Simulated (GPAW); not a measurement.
# MgNi3C (Pm-3m): the Mg K absorption edge, part 3 of 3

How does the Mg K edge of MgNi3C (Pm-3m) move when the bonds are compressed or stretched?

GPAW 26.7.0; X-ray absorption from dipole matrix elements to empty bands, plane-wave PAW LDA.

So far. Step 4 (Spectrum with XCH, Mg atom 4): The total-energy difference is 1293.95 eV. The tabulated edge of the element is 1303 eV. The functional leaves an error in such absolute values: in the free atom LDA prices this hole 6.5 eV below PBE (computed apart), and PBE is itself good to a few eV. Step 6 (Spectrum with XCH, Mg atom 4): The scaled spectrum changes by 8 % r.m.s. The highest intensity below 16 eV goes from 3.7 eV (2.09) to 3.8 eV (2.14).

### Step 7. Reference energy of the supercell

Level of this step: plane-wave PAW DFT, LDA, self-consistent field (GPAW).

The cell changes for the next run, so it gets a reference energy of its own.

The cell differs from the one that the last finished run ended in (a 5.332 → 5.492 Å, b 5.332 → 5.492 Å, c 5.332 → 5.492 Å).

The input, scf.py:

```python
import numpy as np
from ase import Atoms
from ase.parallel import parprint, paropen
from gpaw import GPAW, PW, FermiDirac, Mixer, MixerDif, setup_paths
from gpaw.test import gen
setup_paths.insert(0, '.')
gen('Mg', name='nch1s', xcname='LDA', corehole=(1, 0, 0), write_xml=True)
from gpaw.mpi import world
world.barrier()

atoms = Atoms('Ni6Mg2C2',
    cell=[[3.88360328, 0, 3.88360328],
     [0, 3.88360328, 3.88360328],
     [-3.88360328, 0, 3.88360328]],
    scaled_positions=[[0, 0.5, 0.5],
     [0.5, 0.5, 0],
     [0.5, 0, 0],
     [0, 0, 0.5],
     [0, 0.5, 0],
     [0.5, 0.5, 0.5],
     [0, 0, 0],
     [0.5, 0, 0.5],
     [0.25, 0.5, 0.75],
     [0.75, 0.5, 0.25]],
    magmoms=[2.0, 2.0, 2.0, 2.0, 2.0, 2.0, 0.0, 0.0, 0.0, 0.0],
    pbc=True)
atoms.calc = calc = GPAW(legacy_gpaw=True, mode=PW(430), xc='LDA', setups={6: 'nch1s'},
    kpts={'size': (6, 6, 6), 'gamma': True}, occupations=FermiDirac(0.1),
    charge=0, mixer=MixerDif(0.05, 8, 50), maxiter=150,
    convergence={'density': 0.0001}, txt='scf.txt')
energy = atoms.get_potential_energy() + calc.get_reference_energy()
ef = calc.get_fermi_level()
out = dict(energy=energy, fermi=ef, forces=atoms.get_forces().tolist(), magmoms=atoms.get_magnetic_moments().tolist())
parprint(f'all-electron energy {energy:.4f} eV, Fermi level {ef:.4f} eV')
ev = np.array([[calc.get_eigenvalues(k, s) for k in range(len(calc.get_ibz_k_points()))] for s in range(calc.get_number_of_spins())])
out['homo'], out['lumo'], out['counts'] = ev[ev < ef].max(), ev[ev > ef].min(), sorted(set((ev < ef).sum((0, 2)).tolist()))
out['filled'] = (ev[:, 0] < ef).sum(1).tolist()
import json
with paropen('out.json', 'w') as f:
    json.dump(out, f)
```

Run with:

```console
> OMP_NUM_THREADS=1 mpirun -n 2 gpaw python scf.py
```

Numbers of over 12 decimals in the logs are rounded to 6 here.

Output:

```text
Input parameters:
  convergence: {density: 0.0001}
  kpts: {gamma: True,
         size: (6, 6, 6)}
  maxiter: 150
  mixer: {backend: pulay,
          beta: 0.05,
          method: difference,
          nmaxold: 8,
          weight: 50}
  mode: {ecut: 430.0,
         name: pw}
  occupations: {fixmagmom: False,
                name: fermi-dirac,
                width: 0.1}
  setups: {6: nch1s}

Initialize ...

[...]
2s(2) :    -2.913890     0.147237
3s(2) :    -0.175717     1.006311
2p(6) :    -1.717103     0.101380
3p(0) :    -0.050476     0.993759
*d    :     0.000000
--------------------------------

Diagonalizing with gridspacing h=0.050

state   all-electron     PAW
-------------------------------
2s:      -2.913890    -2.914469
2p:      -1.717103    -1.717995
*d:                    0.032132
*f:                    0.068122
-------------------------------
all-electron energy -260771.0834 eV, Fermi level 6.8194 eV
[key lines of the parts left out:]
Converged after 20 iterations.
Dipole moment: (-0.000000, -0.000000, 0.000000) |e|*Ang
Free energy:    -75.572896
Fermi level: 6.81939
```

Run time: 2.8 min. Hardware: 2 MPI ranks of Arm Neoverse V1, shared host; peak memory 0.42 GiB; 5.6 min of CPU time.

Reference energy: -260771.083 eV with the cores included.

### Step 8. Spectrum with XCH, Mg atom 4

Shorter bonds are expected to push antibonding states and scattering resonances up, and longer ones down; the cell is scaled to test that.

Changed against the first core-hole run: volume scale from 1 to 1.06.

The input, xas.py:

```python
import numpy as np
from ase import Atoms
from ase.parallel import parprint, paropen
from gpaw import GPAW, PW, FermiDirac, Mixer, MixerDif, setup_paths
from gpaw.test import gen
setup_paths.insert(0, '.')
gen('Mg', name='fch1s', xcname='LDA', corehole=(1, 0, 1), write_xml=True)
from gpaw.mpi import world
world.barrier()

atoms = Atoms('Ni6Mg2C2',
    cell=[[3.88360328, 0, 3.88360328],
     [0, 3.88360328, 3.88360328],
     [-3.88360328, 0, 3.88360328]],
    scaled_positions=[[0, 0.5, 0.5],
     [0.5, 0.5, 0],
     [0.5, 0, 0],
     [0, 0, 0.5],
     [0, 0.5, 0],
     [0.5, 0.5, 0.5],
     [0, 0, 0],
     [0.5, 0, 0.5],
     [0.25, 0.5, 0.75],
     [0.75, 0.5, 0.25]],
    magmoms=[2.0, 2.0, 2.0, 2.0, 2.0, 2.0, 0.0, 0.0, 0.0, 0.0],
    pbc=True)
atoms.calc = calc = GPAW(legacy_gpaw=True, mode=PW(430), xc='LDA', setups={6: 'fch1s'},
    kpts={'size': (6, 6, 6), 'gamma': True}, occupations=FermiDirac(0.1),
    charge=-1, mixer=MixerDif(0.05, 8, 50), maxiter=150,
    convergence={'density': 0.0001}, txt='scf.txt')
energy = atoms.get_potential_energy() + calc.get_reference_energy()
ef = calc.get_fermi_level()
out = dict(energy=energy, fermi=ef, forces=atoms.get_forces().tolist(), magmoms=atoms.get_magnetic_moments().tolist())
parprint(f'all-electron energy {energy:.4f} eV, Fermi level {ef:.4f} eV')
ev = np.array([[calc.get_eigenvalues(k, s) for k in range(len(calc.get_ibz_k_points()))] for s in range(calc.get_number_of_spins())])
out['homo'], out['lumo'], out['counts'] = ev[ev < ef].max(), ev[ev > ef].min(), sorted(set((ev < ef).sum((0, 2)).tolist()))
out['filled'] = (ev[:, 0] < ef).sum(1).tolist()

from ase.units import Ha
from gpaw.xas import dipole_matrix_elements
nb = int(calc.get_number_of_electrons() / 2) + 103
top, nb = nb, nb + 8 + nb // 12
nscf = calc.fixed_density(kpts={'size': (7, 7, 7), 'gamma': True}, nbands=nb,
    convergence={'bands': top, 'eigenstates': 1e-5}, maxiter=60, txt='nscf.txt')
cell = atoms.cell.array
ops = [cell.T @ U.T @ np.linalg.inv(cell.T) for U in nscf.wfs.kd.symmetry.op_scc]
E = np.arange(-6, 34, 0.1)
fwhm = np.interp(E, [4, 25], [0.9, 3.5])
Y, X, zero, highest = 0, 0, 1e9, 1e9
for spin in range(nscf.get_number_of_spins()):
    wfs = nscf.wfs
    A = dipole_matrix_elements(wfs.setups[6])
    eps = np.zeros((wfs.kd.nibzkpts, nb))
    d = np.zeros((3, A.shape[1], wfs.kd.nibzkpts, nb), complex)
    for kpt in wfs.kpt_u:
        if kpt.s == spin and 6 in kpt.P_ani:
            eps[kpt.k] = kpt.eps_n * Ha
            d[:, :, kpt.k] = (kpt.weight * wfs.nspins / 2) ** 0.5 * np.inner(A, kpt.P_ani[6])
    world.sum(eps)
    world.sum(d)
    T = np.einsum('amkn,bmkn->abkn', d, d.conj()).real
    T = sum(np.einsum('ai,ijkn,bj->abkn', R, T, R) for R in ops) / len(ops)
    empty = eps > ef
    zero, highest = min(zero, eps[empty].min()), min(highest, eps[:, top - 1].min())
    lines = [(eps, T, empty)] if spin == 0 else lines + [(eps, T, empty)]
for eps, T, empty in lines:
    f = np.einsum('aakn->akn', T).reshape(3, -1)
    x = eps.ravel() - zero
    w = np.interp(x, E, fwhm) / 2.35482
    g = np.exp(-0.5 * ((E[:, None] - x) / w) ** 2) / (w * (2 * np.pi) ** 0.5)
    Y = Y + (f * empty.ravel()) @ g.T
    X = X + (f * ~empty.ravel()) @ g.T
out.update(E=E.round(2).tolist(), xas=Y.tolist(), xes=X.tolist(), zero=zero, valid=highest - zero, nk=len(eps), nb=nb)
for i in range(0, len(E), 10):
    parprint(f'{E[i]:7.2f}', *(f'{v:10.3e}' for v in Y[:, i]))
import json
with paropen('out.json', 'w') as f:
    json.dump(out, f)
```

Run with:

```console
> OMP_NUM_THREADS=1 mpirun -n 2 gpaw python xas.py
```

Output:

```text
Input parameters:
  charge: -1
  convergence: {density: 0.0001}
  kpts: {gamma: True,
         size: (6, 6, 6)}
  maxiter: 150
  mixer: {backend: pulay,
          beta: 0.05,
          method: difference,
          nmaxold: 8,
          weight: 50}
  mode: {ecut: 430.0,
         name: pw}
  occupations: {fixmagmom: False,
                name: fermi-dirac,
                width: 0.1}
  setups: {6: fch1s}

[...]
2s:      -4.035788    -4.036322
2p:      -2.903993    -2.904657
*d:                   -0.118527
*f:                   -0.020612
-------------------------------
all-electron energy -259476.9828 eV, Fermi level 7.2129 eV
  -6.00  3.321e-61  3.321e-61  3.321e-61
  -5.00  8.909e-45  8.909e-45  8.909e-45
  -4.00  2.589e-31  2.589e-31  2.589e-31
  -3.00  8.229e-21  8.229e-21  8.229e-21
[...]
32.00  1.241e-05  1.241e-05  1.241e-05
  33.00  1.604e-05  1.604e-05  1.604e-05
[key lines of the parts left out:]
Converged after 19 iterations.
Dipole moment: (0.000000, -0.000000, 0.000000) |e|*Ang
Free energy:    -97.236847
Fermi level: 7.21292
```

The job ended after 6.7 min (2 MPI ranks; peak memory 0.67 GiB).

```
E (eV)  first run  this run
  -2.0       0.00      0.00
  -1.0       0.00      0.00
   0.0       0.11      0.10
   1.0       0.19      0.21
   2.0       0.59      0.68
   3.0       1.47      1.72
   4.0       1.99      1.76
   5.0       1.19      1.13
   6.0       0.89      0.79
   7.0       0.53      0.46
   8.0       0.55      0.61
   9.0       0.72      0.77
  10.0       0.76      0.75
  11.0       0.74      0.80
  12.0       0.79      0.90
  13.0       0.91      1.15
  14.0       1.24      1.57
  15.0       1.65      1.81
  16.0       1.76      1.54
  17.0       1.44      1.11
  18.0       1.09      0.93
  19.0       0.95      0.82
  20.0       0.82      0.66
  21.0       0.67      0.56
  22.0       0.59      0.52
  23.0       0.55      0.48
  24.0       0.50      0.43
  25.0       0.44      0.39
  26.0       0.39      0.37
  27.0       0.37      0.37
  28.0       0.36      0.36
  29.0       0.35      0.34
  30.0       0.32      0.36
  31.0       0.33      0.47
  32.0       0.42      0.66
```

Against the first run the r.m.s. difference is 15 %. A shift of -0.4 eV leaves 10 %. The highest intensity below 16 eV goes from 3.7 eV (2.09) to 3.5 eV (2.02).

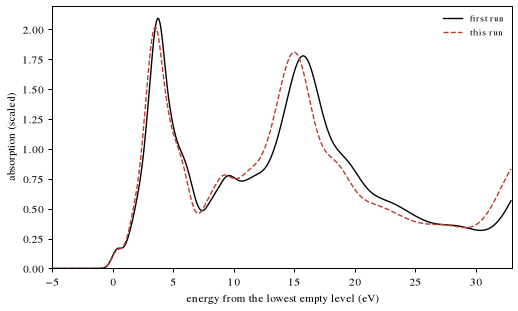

The effect of the change (volume scale from 1 to 1.06).

The photon energy of the zero moves by +0.15 eV.

### Step 9. Reference energy of the supercell

The cell changes for the next run, so it gets a reference energy of its own.

The cell differs from the one that the last finished run ended in (a 5.492 → 5.544 Å, b 5.492 → 5.544 Å, c 5.492 → 5.544 Å).

scf.py: that of step 7 with these lines changed.

```diff
@@ -11,5 +11,5 @@
 atoms = Atoms('Ni6Mg2C2',
-    cell=[[3.88360328, 0, 3.88360328],
-     [0, 3.88360328, 3.88360328],
-     [-3.88360328, 0, 3.88360328]],
+    cell=[[3.91990074, 0, 3.91990074],
+     [0, 3.91990074, 3.91990074],
+     [-3.91990074, 0, 3.91990074]],
     scaled_positions=[[0, 0.5, 0.5],
```

Run with:

```console
> OMP_NUM_THREADS=1 mpirun -n 2 gpaw python scf.py
```

Output:

```text
Input parameters:
  convergence: {density: 0.0001}
  kpts: {gamma: True,
         size: (6, 6, 6)}
  maxiter: 150
  mixer: {backend: pulay,
          beta: 0.05,
          method: difference,
          nmaxold: 8,
          weight: 50}
  mode: {ecut: 430.0,
         name: pw}
  occupations: {fixmagmom: False,
                name: fermi-dirac,
                width: 0.1}
  setups: {6: nch1s}

Initialize ...

[...]
2s(2) :    -2.913890     0.147237
3s(2) :    -0.175717     1.006311
2p(6) :    -1.717103     0.101380
3p(0) :    -0.050476     0.993759
*d    :     0.000000
--------------------------------

Diagonalizing with gridspacing h=0.050

state   all-electron     PAW
-------------------------------
2s:      -2.913890    -2.914469
2p:      -1.717103    -1.717995
*d:                    0.032132
*f:                    0.068122
-------------------------------
all-electron energy -260770.6711 eV, Fermi level 6.5091 eV
[key lines of the parts left out:]
Converged after 17 iterations.
Dipole moment: (0.000000, -0.000000, -0.000000) |e|*Ang
Free energy:    -75.163435
Fermi level: 6.50911
```

Elapsed: 2.5 min, on 2 MPI ranks; peak memory 0.42 GiB.

Reference energy: -260770.671 eV with the cores included.

### Step 10. Spectrum with XCH, Mg atom 4

Shorter bonds are expected to push antibonding states and scattering resonances up, and longer ones down; the cell is scaled to test that.

Changed against the first core-hole run: volume scale from 1 to 1.09.

xas.py: that of step 8 with these lines changed.

```diff
@@ -11,5 +11,5 @@
 atoms = Atoms('Ni6Mg2C2',
-    cell=[[3.88360328, 0, 3.88360328],
-     [0, 3.88360328, 3.88360328],
-     [-3.88360328, 0, 3.88360328]],
+    cell=[[3.91990074, 0, 3.91990074],
+     [0, 3.91990074, 3.91990074],
+     [-3.91990074, 0, 3.91990074]],
     scaled_positions=[[0, 0.5, 0.5],
@@ -40,3 +40,3 @@
 from gpaw.xas import dipole_matrix_elements
-nb = int(calc.get_number_of_electrons() / 2) + 103
+nb = int(calc.get_number_of_electrons() / 2) + 105
 top, nb = nb, nb + 8 + nb // 12
```

Run with:

```console
> OMP_NUM_THREADS=1 mpirun -n 2 gpaw python xas.py
```

Output:

```text
Input parameters:
  charge: -1
  convergence: {density: 0.0001}
  kpts: {gamma: True,
         size: (6, 6, 6)}
  maxiter: 150
  mixer: {backend: pulay,
          beta: 0.05,
          method: difference,
          nmaxold: 8,
          weight: 50}
  mode: {ecut: 430.0,
         name: pw}
  occupations: {fixmagmom: False,
                name: fermi-dirac,
                width: 0.1}
  setups: {6: fch1s}

[...]
2s:      -4.035788    -4.036322
2p:      -2.903993    -2.904657
*d:                   -0.118527
*f:                   -0.020612
-------------------------------
all-electron energy -259476.4987 eV, Fermi level 6.8899 eV
  -6.00  7.500e-61  7.500e-61  7.500e-61
  -5.00  1.891e-44  1.891e-44  1.891e-44
  -4.00  5.135e-31  5.135e-31  5.135e-31
  -3.00  1.512e-20  1.512e-20  1.512e-20
[...]
32.00  1.487e-05  1.487e-05  1.487e-05
  33.00  1.782e-05  1.782e-05  1.782e-05
[key lines of the parts left out:]
Converged after 20 iterations.
Dipole moment: (0.000000, -0.000000, -0.000000) |e|*Ang
Free energy:    -96.755964
Fermi level: 6.88987
```

It took 7 min on 2 MPI ranks; peak memory 0.67 GiB; 14 min of CPU time.

```
E (eV)  first run  this run
  -2.0       0.00      0.00
  -1.0       0.00      0.00
   0.0       0.11      0.11
   1.0       0.19      0.22
   2.0       0.59      0.73
   3.0       1.47      1.81
   4.0       1.99      1.67
   5.0       1.19      1.12
   6.0       0.89      0.73
   7.0       0.53      0.45
   8.0       0.55      0.64
   9.0       0.72      0.79
  10.0       0.76      0.76
  11.0       0.74      0.85
  12.0       0.79      0.98
  13.0       0.91      1.29
  14.0       1.24      1.71
  15.0       1.65      1.78
  16.0       1.76      1.37
  17.0       1.44      1.00
  18.0       1.09      0.89
  19.0       0.95      0.75
  20.0       0.82      0.60
  21.0       0.67      0.53
  22.0       0.59      0.50
  23.0       0.55      0.45
  24.0       0.50      0.41
  25.0       0.44      0.38
  26.0       0.39      0.37
  27.0       0.37      0.37
  28.0       0.36      0.36
  29.0       0.35      0.36
  30.0       0.32      0.43
  31.0       0.33      0.58
  32.0       0.42      0.79
```

Against the first run the r.m.s. difference is 21 %. A shift of -0.4 eV leaves 14 %. The highest intensity below 16 eV goes from 3.7 eV (2.09) to 3.4 eV (1.99).

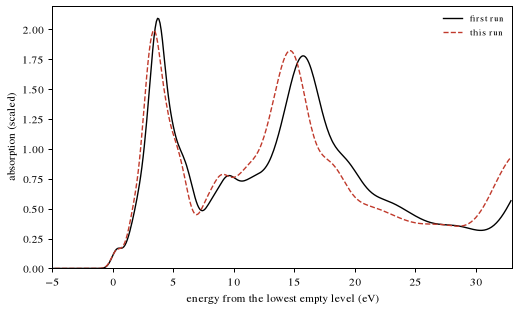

The effect of the change (volume scale from 1 to 1.09).

The photon energy of the zero moves by +0.22 eV.

### Step 11. The volumes side by side

```
volume  nearest distance (Å)  shift of the zero (eV)  maximum 1 (eV above own zero)  maximum 2 (eV above own zero)
  0.97                 2.666                   -0.07                            3.8                           16.1
     1                 2.693                   +0.00                            3.7                           15.7
  1.06                 2.746                   +0.15                            3.5                           15.0
  1.09                 2.772                   +0.22                            3.4                           14.6
```

The curves, each shifted by its zero's change so that they share one photon-energy axis, counted from the zero at V × 1:

```
E (eV)  V × 0.97  V × 1  V × 1.06  V × 1.09
  -2.0      0.00   0.00      0.00      0.00
  -1.0      0.00   0.00      0.00      0.00
   0.0      0.13   0.11      0.07      0.07
   1.0      0.20   0.19      0.18      0.18
   2.0      0.59   0.59      0.59      0.59
   3.0      1.43   1.47      1.56      1.59
   4.0      2.05   1.99      1.88      1.84
   5.0      1.20   1.19      1.19      1.20
   6.0      0.90   0.89      0.85      0.84
   7.0      0.57   0.53      0.48      0.46
   8.0      0.55   0.55      0.58      0.59
   9.0      0.70   0.72      0.76      0.77
  10.0      0.77   0.76      0.76      0.76
  11.0      0.72   0.74      0.79      0.82
  12.0      0.76   0.79      0.88      0.94
  13.0      0.84   0.91      1.10      1.20
  14.0      1.12   1.24      1.51      1.63
  15.0      1.52   1.65      1.80      1.82
  16.0      1.76   1.76      1.60      1.48
  17.0      1.57   1.44      1.16      1.05
  18.0      1.21   1.09      0.95      0.91
  19.0      1.01   0.95      0.84      0.79
  20.0      0.88   0.82      0.68      0.62
  21.0      0.74   0.67      0.57      0.54
  22.0      0.64   0.59      0.53      0.50
  23.0      0.59   0.55      0.49      0.46
  24.0      0.54   0.50      0.44      0.42
  25.0      0.48   0.44      0.40      0.39
  26.0      0.42   0.39      0.37      0.37
  27.0      0.38   0.37      0.37      0.37
  28.0      0.36   0.36      0.36      0.36
  29.0      0.35   0.35      0.34      0.35
  30.0      0.33   0.32      0.36      0.40
  31.0      0.31   0.33      0.45      0.54
  32.0      0.35   0.42      0.63      0.74
```

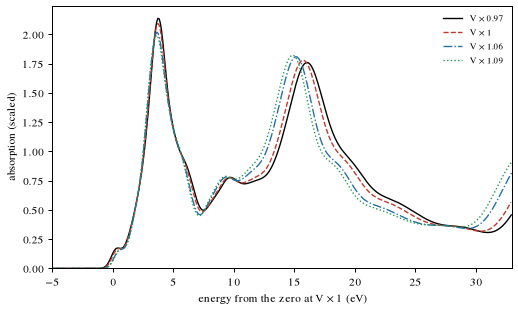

The edge at each volume, on one photon-energy scale.

### Step 12. Summary of results

```
absorber and edge                                    : Mg K, atom 4 of the ground-state input (counted from 1)
surroundings                                         : 12 Ni at 2.69 Å (cuboctahedral, site symmetry m-3m)
highest intensity below 16 eV                        : 3.7 eV above the zero, height 2.09
photon energy of the zero (spin-polarised hole, raw) : 1294.0 eV (LDA puts this hole about 6 eV below PBE, itself good to a few eV)
```

**Reading.** From V × 0.97 to V × 1.09 the nearest distance grows by 0.106 Å and the zero moves by +0.29 eV. Above their own zero, the maxima move from 3.8 to 3.4 eV and from 16.1 to 14.6 eV. The one highest in energy moves most, in the direction that the rule ΔE·R² ≈ constant for scattering resonances gives. The Mg K edge of atom 4, with 12 Ni at 2.69 Å (cuboctahedral, site symmetry m-3m), has its highest intensity of the first 16 eV at 3.7 eV above the zero, near 1298 eV in photon energy (LDA puts this hole about 6 eV below PBE, itself good to a few eV), 2.1 times the mean level of the first 20 eV (Gaussian full width 0.9 eV up to 4 eV, rising linearly to 3.5 eV at 25 eV). The hole lies in one spin channel, while the script sums the empty states of both and takes the lower zero; where the two channels are split, this blurs and shifts the curve. The starting moments shrank to 0.00 μB or less, so this is hardly a magnetic state. The holes are only 5.4 Å apart, so the shape is probably not converged with cell size; no larger cell was run here. The mesh is coarse (0.24 Å⁻¹ between points), so small maxima may be mesh ripples. The structure is a published determination, not relaxed.

[Banner, clock and machine lines of the logs are left out without a mark of their own.]

[Logs are printed without paths, hosts, clocks, repeated set-up lines and the standing remarks that a program may print on its own settings, such as how far it seeks lower states.]

[Hosts, paths, dates, database ids (printed as entryN), source tags and the programs' standing remarks are cut or masked in the printed files.]

[Lists of maxima count a maximum above −3 eV only where it reaches 4 % of the highest in the window and stands out from its surroundings by 2 % of it (1.5 % where it reaches 55 %); shoulders and weaker maxima are passed over, and of the rest the first, up to two pre-edge ones and the few strongest are named.]
